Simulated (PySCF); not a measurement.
# C4H12S2Si2: what the fields show

Input

```
{"job": {"kind": "nmr", "xc": "PBE0", "basis": "pcSseg-1"}, "charge": 0, "multiplicity": 1}
Si    -0.629268    -0.799444     0.988896
C     -1.127168    -2.580548     0.731113
C     -1.052529    -0.219756     2.712764
S      1.465224    -0.484669     0.540106
Si     0.615071     0.804698    -0.977117
C      1.037101     0.215539    -2.697605
C      1.114028     2.586339    -0.727101
S     -1.479741     0.493077    -0.524730
H     -0.878282    -2.905477    -0.288794
H     -0.602248    -3.234049     1.446054
H     -2.212119    -2.700461     0.881082
H     -0.508997    -0.818477     3.461166
H     -0.777145     0.836735     2.841894
H     -2.132980    -0.326257     2.899639
H      0.502921     0.816981    -3.450138
H      0.751839    -0.838157    -2.824971
H      2.119337     0.311255    -2.880738
H      0.614384     3.233850    -1.465177
H      2.203343     2.697273    -0.848945
H      0.839669     2.925698     0.281943
```

Run with:

```sh
OMP_NUM_THREADS=2 python probes_run.py task.json out
```

Geometry: PBE0-D3(BJ)/def2-SVP.

All numbers below come from PBE0/pcSseg-1, SCF density, gas phase, non-relativistic in PySCF 2.14.0.

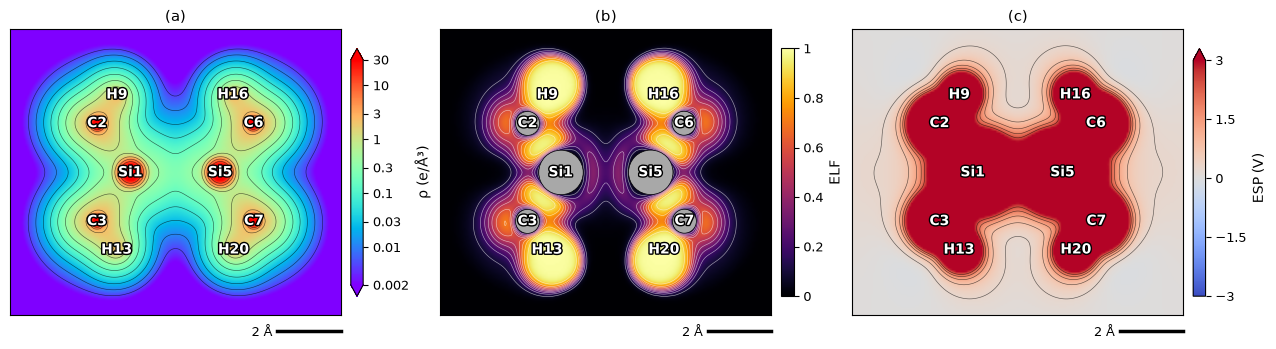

Figure 1. (a) total electron density; (b) ELF; (c) electrostatic potential on the plane of atoms Si5, C7 and H20. Grey discs cover the atomic cores in the ELF map.

> Describe what can be read from this map.

The plane passes through Si, C and H nuclei.
C–Si (1.87 Å): ρ is about 0.97 e/Å³ halfway; the ELF peaks at about 0.95 between the atoms, as expected for a covalent bond.
C–H (1.10 Å): the density is about 1.9 e/Å³ at the midpoint; the ELF climbs to about 1 towards the hydrogen, as it does in any bond to H; an ordinary covalent bond to hydrogen.
The potential has no marked negative region in this plane.

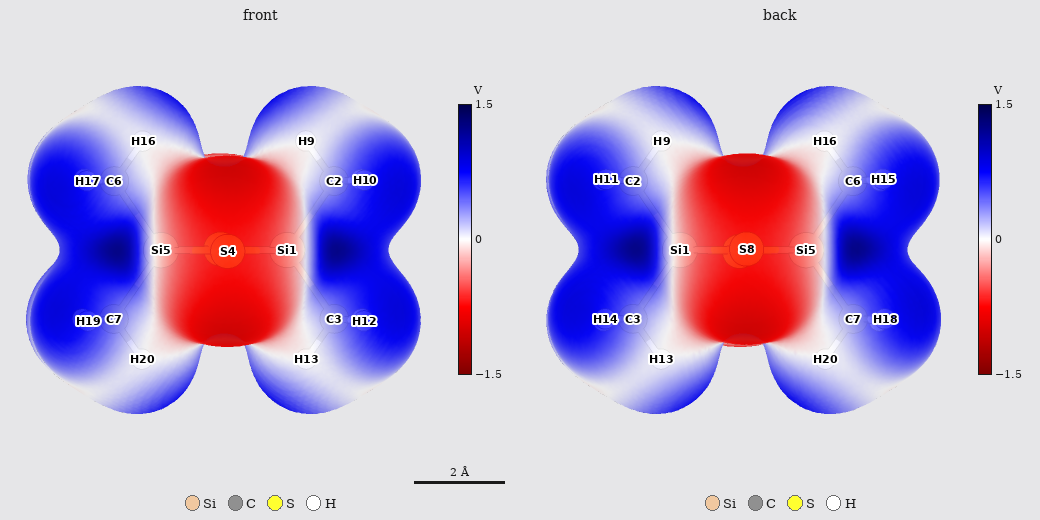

Figure 2. The molecular electrostatic potential painted on the density surface at 0.002 e/bohr³, seen from the front and from behind; red is negative and blue positive.

> Which sites attract a positive test charge, and which a negative one?

A positive charge is drawn to the negative regions and a negative charge to the positive ones. The most negative region (about −0.9 V) lies over S4 and S8, the most positive (about +1.2 V) over Si1 and Si5.
